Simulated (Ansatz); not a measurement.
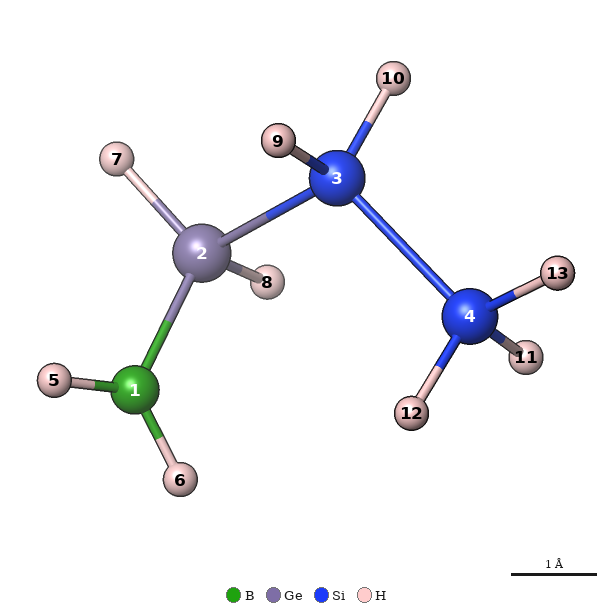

Orthographic view. Atoms fade into the background with distance from the viewer. Computed geometry: PBE0-D4/def2-TZVP optimisation. No frequency run is at hand to confirm it as a minimum.

List the bonded neighbours of every atom.

B1: Ge2, H5, H6
Ge2: B1, Si3, H7, H8
Si3: Ge2, Si4, H9, H10
Si4: Si3, H11, H12, H13
(terminal hydrogens appear only as neighbours)
